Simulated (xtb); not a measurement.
Energy and gradient calculation, with input and output: SiCl2F2

- system: SiCl2F2, SMILES F[Si](F)(Cl)Cl
- method: GFN2-xTB (xtb 6.7.1)

The geometry comes from this level: GFN2-xTB.

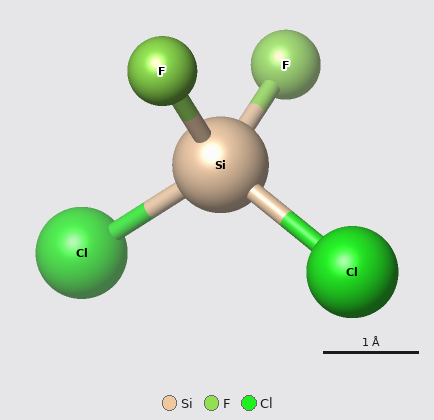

Figure 1. The structure as given in the input (ball-and-stick view, seen at a tilt). Bond lengths as drawn: Cl–Si 1.97 Å and F–Si 1.60 Å.

Input (coord)
```
$coord angs
     0.0027300     0.0004200     0.0015400  Si
     0.1413600    -0.0150200     1.5909800  F
     1.5418400     0.0062500    -0.4182700  F
    -0.8457900     1.6866500    -0.5715400  Cl
    -0.8401400    -1.6783000    -0.6027200  Cl
$end
```

File .CHRG
```
0
```

File .UHF
```
0
```

Hardware: 1 thread of Intel Xeon @ 2.50GHz (Skylake/Cascade Lake), 16 GiB of memory available, shared host.

Run as:
```bash
xtb coord --grad -P 1 | tee xtb.out
```

Log
```
* xtb version 6.7.1
   ID    Z sym.   atoms
    1   14 Si     1
    2    9 F      2, 3
    3   17 Cl     4, 5

           -------------------------------------------------
          |                Calculation Setup                |
           -------------------------------------------------

          program call               : xtb coord --grad -P 1
          coordinate file            : coord
          omp threads                :                     1

           -------------------------------------------------
          |                 G F N 2 - x T B                 |
           -------------------------------------------------

      * Hamiltonian:
        H0-scaling (s, p, d)           1.850000    2.230000    2.230000
        zeta-weighting                 0.500000
      * Dispersion:
        s8                             2.700000
        a1                             0.520000
        a2                             5.000000
        s9                             5.000000
      * Repulsion:
        kExp                           1.500000    1.000000
        rExp                           1.000000
      * Coulomb:
        alpha                          2.000000
        third order                    shell-resolved
        anisotropic                    true
        a3                             3.000000
        a5                             4.000000
        cn-shift                       1.200000
        cn-exp                         4.000000
        max-rad                        5.000000

          ...................................................
          :                      SETUP                      :
          :.................................................:
          :  # basis functions                  38          :
          :  # atomic orbitals                  35          :
          :  # shells                           13          :
          :  # electrons                        32          :
          :  max. iterations                   250          :
          :  Hamiltonian                  GFN2-xTB          :
          :  restarted?                      false          :
          :  GBSA solvation                  false          :
          :  PC potential                    false          :
          :  electronic temp.          300.0000000     K    :
          :  accuracy                    1.0000000          :
          :  -> integral cutoff          0.2500000E+02      :
          :  -> integral neglect         0.1000000E-07      :
          :  -> SCF convergence          0.1000000E-05 Eh   :
          :  -> wf. convergence          0.1000000E-03 e    :
          :  Broyden damping             0.4000000          :
          :  net charge                          0          :
          :  unpaired electrons                  0          :
          ...................................................

 iter      E             dE          RMSdq      gap      omega  full diag
   1    -20.4547845 -0.204548E+02  0.754E+00    8.76       0.0  T
   2    -20.5227255 -0.679410E-01  0.419E+00    7.47       1.0  T
   3    -20.5263883 -0.366275E-02  0.210E+00    7.99       1.0  T
   4    -20.5313778 -0.498950E-02  0.127E+00    7.30       1.0  T
   5    -20.5190351  0.123427E-01  0.210E+00    8.17       1.0  T
   6    -20.5356329 -0.165978E-01  0.219E-01    7.71       1.0  T
   7    -20.5352562  0.376699E-03  0.380E-01    7.75       1.0  T
   8    -20.5358257 -0.569487E-03  0.341E-02    7.66       1.3  T
   9    -20.5358236  0.209318E-05  0.396E-02    7.63       1.1  T
  10    -20.5358294 -0.584448E-05  0.414E-03    7.65      10.8  T
  11    -20.5358291  0.289138E-06  0.925E-03    7.65       4.8  T
  12    -20.5358294 -0.301211E-06  0.172E-03    7.65      26.0  T
  13    -20.5358294 -0.656950E-09  0.170E-03    7.65      26.3  T
  14    -20.5358294 -0.965971E-08  0.577E-04    7.65      77.5  T
  15    -20.5358294 -0.111233E-08  0.584E-05    7.65     765.9  T

   *** convergence criteria satisfied after 15 iterations ***

         #    Occupation            Energy/Eh            Energy/eV
      -------------------------------------------------------------
         1        2.0000           -1.0985096             -29.8920
       ...           ...                  ...                  ...
        10        2.0000           -0.5381180             -14.6429
        11        2.0000           -0.5317389             -14.4694
        12        2.0000           -0.4981342             -13.5549
        13        2.0000           -0.4789365             -13.0325
        14        2.0000           -0.4773319             -12.9889
        15        2.0000           -0.4724137             -12.8550
        16        2.0000           -0.4675505             -12.7227 (HOMO)
        17                         -0.1865692              -5.0768 (LUMO)
        18                         -0.1861989              -5.0667
        19                         -0.1527132              -4.1555
        20                         -0.0667425              -1.8162
        21                         -0.0362179              -0.9855
       ...                                ...                  ...
        35                          0.9248917              25.1676
      -------------------------------------------------------------
                  HL-Gap            0.2809813 Eh            7.6459 eV
             Fermi-level           -0.3270599 Eh           -8.8998 eV

 SCC (total)                   0 d,  0 h,  0 min,  0.011 sec
 SCC setup                      ...        0 min,  0.000 sec (  0.805%)
 Dispersion                     ...        0 min,  0.000 sec (  0.174%)
 classical contributions        ...        0 min,  0.000 sec (  0.114%)
 integral evaluation            ...        0 min,  0.002 sec ( 14.717%)
 iterations                     ...        0 min,  0.006 sec ( 56.372%)
 molecular gradient             ...        0 min,  0.003 sec ( 26.831%)
 printout                       ...        0 min,  0.000 sec (  0.866%)

         :::::::::::::::::::::::::::::::::::::::::::::::::::::
         ::                     SUMMARY                     ::
         :::::::::::::::::::::::::::::::::::::::::::::::::::::
         :: total energy             -20.490203242402 Eh    ::
         :: gradient norm              0.000353411642 Eh/a0 ::
         :: HOMO-LUMO gap              7.645890134388 eV    ::
         ::.................................................::
         :: SCC energy               -20.535828603549 Eh    ::
         :: -> isotropic ES            0.044224175218 Eh    ::
         :: -> anisotropic ES          0.000350086184 Eh    ::
         :: -> anisotropic XC         -0.003407290433 Eh    ::
         :: -> dispersion             -0.004246688549 Eh    ::
         :: repulsion energy           0.045625361147 Eh    ::
         :: add. restraining           0.000000000000 Eh    ::
         :: total charge              -0.000000000000 e     ::
         :::::::::::::::::::::::::::::::::::::::::::::::::::::

           -------------------------------------------------
          |                Property Printout                |
           -------------------------------------------------

    * Orbital Energies and Occupations

         #    Occupation            Energy/Eh            Energy/eV
      -------------------------------------------------------------
         1        2.0000           -1.0985096             -29.8920
       ...           ...                  ...                  ...
         4        2.0000           -0.8436728             -22.9575
         5        2.0000           -0.6650025             -18.0956
         6        2.0000           -0.5695904             -15.4993
         7        2.0000           -0.5640867             -15.3496
         8        2.0000           -0.5633838             -15.3305
         9        2.0000           -0.5465717             -14.8730
        10        2.0000           -0.5381180             -14.6429
        11        2.0000           -0.5317389             -14.4694
        12        2.0000           -0.4981342             -13.5549
        13        2.0000           -0.4789365             -13.0325
        14        2.0000           -0.4773319             -12.9889
        15        2.0000           -0.4724137             -12.8550
        16        2.0000           -0.4675505             -12.7227 (HOMO)
        17                         -0.1865692              -5.0768 (LUMO)
        18                         -0.1861989              -5.0667
        19                         -0.1527132              -4.1555
        20                         -0.0667425              -1.8162
        21                         -0.0362179              -0.9855
        22                         -0.0233271              -0.6348
        23                         -0.0223092              -0.6071
        24                         -0.0183222              -0.4986
        25                         -0.0182353              -0.4962
        26                         -0.0181471              -0.4938
        27                         -0.0061087              -0.1662
       ...                                ...                  ...
        35                          0.9248917              25.1676
      -------------------------------------------------------------
                  HL-Gap            0.2809813 Eh            7.6459 eV
             Fermi-level           -0.3270599 Eh           -8.8998 eV

     #   Z          covCN         q      C6AA      α(0)
     1  14 Si       3.021     0.645   160.449    27.577
     2   9 F        0.705    -0.217    11.428     3.992
     3   9 F        0.705    -0.217    11.426     3.991
     4  17 Cl       0.807    -0.105   102.308    15.473
     5  17 Cl       0.807    -0.105   102.324    15.474

 Mol. C6AA /au·bohr⁶  :       1514.316856
 Mol. C8AA /au·bohr⁸  :      68178.425389
 Mol. α(0) /au        :         66.507088

Wiberg/Mayer (AO) data.
largest (>0.10) Wiberg bond orders for each atom

 ---------------------------------------------------------------------------
     #   Z sym  total        # sym  WBO       # sym  WBO       # sym  WBO
 ---------------------------------------------------------------------------
     1  14 Si   4.608 --     4 Cl   1.201     5 Cl   1.200     3 F    1.103
                             2 F    1.103
     2   9 F    1.251 --     1 Si   1.103
     3   9 F    1.251 --     1 Si   1.103
     4  17 Cl   1.378 --     1 Si   1.201
     5  17 Cl   1.377 --     1 Si   1.200
 ---------------------------------------------------------------------------

Topologies differ in total number of bonds
Writing topology from bond orders to xtbtopo.mol

molecular dipole:
                 x           y           z       tot (Debye)
 q only:       -0.353       0.004      -0.247
   full:       -0.390       0.005      -0.273       1.209
molecular quadrupole (traceless):
                xx          xy          yy          xz          yz          zz
 q only:       -0.151      -0.003       0.253      -0.068       0.001      -0.102
  q+dip:       -0.686      -0.005       1.212      -0.221       0.013      -0.526
   full:       -0.744      -0.002       1.185      -0.412       0.014      -0.441

           -------------------------------------------------
          | TOTAL ENERGY              -20.490203242402 Eh   |
          | GRADIENT NORM               0.000353411642 Eh/α |
          | HOMO-LUMO GAP               7.645890134388 eV   |
           -------------------------------------------------

------------------------------------------------------------------------
------------------------------------------------------------------------
 total:
 *  cpu-time:     0 d,  0 h,  0 min,  0.024 sec
 * ratio c/w:     1.000 speedup
 SCF:
 *  cpu-time:     0 d,  0 h,  0 min,  0.011 sec
 * ratio c/w:     1.000 speedup
```

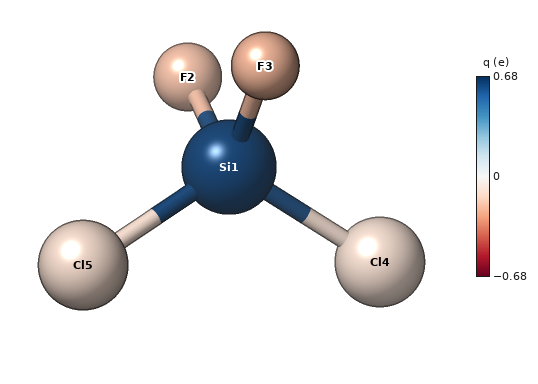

Figure 2. Mulliken charges, as the colour of each atom (ball-and-stick view, seen at a tilt; atoms are numbered from 1 in the order of the input). By element: Si +0.64, F −0.22 and Cl −0.11 to −0.10 e.

Key numbers

```csv
quantity,value
outcome,converged
electrons treated,32
total energy,−20.490203 hartree
dispersion energy,−0.004247 hartree
basis functions,38
largest force,0.014 eV/Å
HOMO,−12.72 eV
LUMO,−5.08 eV
dipole moment,1.21 D
peak memory,0.069 GiB
```
